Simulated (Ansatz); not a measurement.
# HNO (nitroxyl) at PBE0/STO-3G

Aim: the vertical electron affinity of HNO (nitroxyl) at PBE0/STO-3G, from 2 runs. 

The calculation is run with Ansatz 0.2.0.

52 further runs of the same task are left out: 1 that didn't finish, 51 set aside as unsound or not needed.

**1. Starting point**

The species is HNO (3 atoms), meant as a singlet with charge 0. As SMILES, `N=O`. Geometry: relaxed at GFN2-xTB.

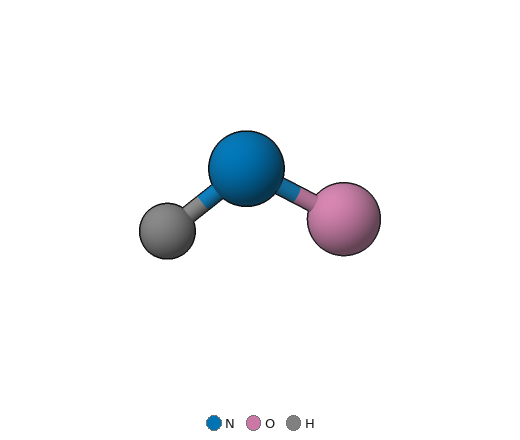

The structure, seen from a chosen angle (nitrogen blue, oxygen pink, hydrogen grey).

**2. The energy at PBE0/STO-3G**

The input, input.yaml:

```yaml
crystal:
  periodic: [false, false, false]
  atoms:
    - symbol: "N"
      position_ang: [-0.275940, 0.297220, -0.114780]
    - symbol: O
      position_ang: [0.768580, 0.418030, 0.466150]
    - symbol: H
      position_ang: [-0.492640, -0.715240, -0.351380]
basis:
  gaussian: {orbitals: STO-3G}
hamiltonian: {xc: {name: PBE0}}
accuracy: high
```

Run with:

```bash
$ ansatz run input.yaml --threads 1 --pin off --max-ram 2610MiB --events-out events.jsonl --progress --plain --runs-dir runs
```

The program printed:

```text
Warning: RAYON_NUM_THREADS=1 ignored (pool sized by the plan → 1); use --threads N
Functional definition: PBE0
  name "PBE0"
  parameter a = 0.25
  parameter kappa = 0.804
  parameter beta = 0.06672455060314922
  exchange = (1 - a)*pbe_x(kappa = kappa, mu = beta*pi^2/3) + a*exact_x
  correlation = pbe_c(beta = beta)
168 factors; integrals over basis functions are off by at most 2.2e-8 eV
mean field evaluation 1: about -3498.3741 eV, gradient 9.5e0 eV
mean field evaluation 2: about -3497.9862 eV, gradient 1.6e1 eV
mean field evaluation 4: about -3498.6337 eV, gradient 5.7e-2 eV
mean field evaluation 8: about -3498.6246 eV, gradient 3.7e-3 eV
mean field evaluation 16: about -3498.6246 eV, gradient 2.3e-8 eV
mean field -3498.62462736 eV, -128.5720836026 hartree, gradient 2.3e-8 eV, S^2 0.000000; 0 other end points of the search recorded, 0 dependent functions left out
reference -3498.62462817 eV, -128.5720836323 hartree; 8, 8 occupied and 3, 3 virtual orbitals, 168 factors
Total energy: -3498.62462817 eV, -128.5720836323 hartree
```

Run time: 0.38 s. Hardware: 1 thread of Arm Neoverse V2, shared host.

**3. The doublet anion**

The input, molecule.yaml:

```yaml
crystal:
  periodic: [false, false, false]
  atoms:
    - symbol: "N"
      position_ang: [-0.275940, 0.297220, -0.114780]
    - symbol: O
      position_ang: [0.768580, 0.418030, 0.466150]
    - symbol: H
      position_ang: [-0.492640, -0.715240, -0.351380]
basis:
  gaussian: {orbitals: STO-3G}
total_charge: -1
magnetization: {spin_polarized: true, initial_magnetization: 1}
hamiltonian: {xc: pbe0}
accuracy: high
```

Run with:

```bash
$ ansatz run molecule.yaml --threads 1 --pin off --max-ram 2610MiB --events-out events.jsonl --progress --plain --runs-dir runs
```

The program printed (excerpt; [...] marks lines left out):

```text
Warning: RAYON_NUM_THREADS=1 ignored (pool sized by the plan → 1); use --threads N
[... 7 set-up lines as earlier in the session ...]
168 factors; integrals over basis functions are off by at most 2.2e-8 eV
mean field evaluation 1: about -3492.9501 eV, gradient 5.8e0 eV
mean field evaluation 2: about -3493.1226 eV, gradient 2.7e0 eV
mean field evaluation 4: about -3493.1717 eV, gradient 1.8e-1 eV
mean field evaluation 8: about -3493.1913 eV, gradient 3.8e-4 eV
mean field evaluation 16: about -3493.1913 eV, gradient 4.5e-8 eV
mean field -3493.19130219 eV, -128.3724125855 hartree, gradient 4.5e-8 eV, S^2 0.750622; 0 other end points of the search recorded, 0 dependent functions left out
reference -3493.19130294 eV, -128.3724126131 hartree; 9, 8 occupied and 2, 3 virtual orbitals, 168 factors
Total energy: -3493.19130294 eV, -128.3724126131 hartree
```

Wall time 0.75 s (1 thread of Arm Neoverse V2, shared host); peak memory 0.095 GiB.

**4. Outcome**

Level: PBE0/STO-3G.

```
                                         quantity          value
                        singlet HNO: total energy  -128.57208 Eh
                      doublet anion: total energy  -128.37241 Eh
                              doublet anion: ⟨S²⟩          0.751
vertical electron affinity (to the doublet anion)      -5.433 eV
```

What this shows: The anion lies 5.43 eV (524 kJ/mol) above the neutral: the electron isn't bound at this level, and such a value depends on the basis. Without diffuse functions anions come out too high. In a minimal basis such a difference can be off by several eV, whatever the method.
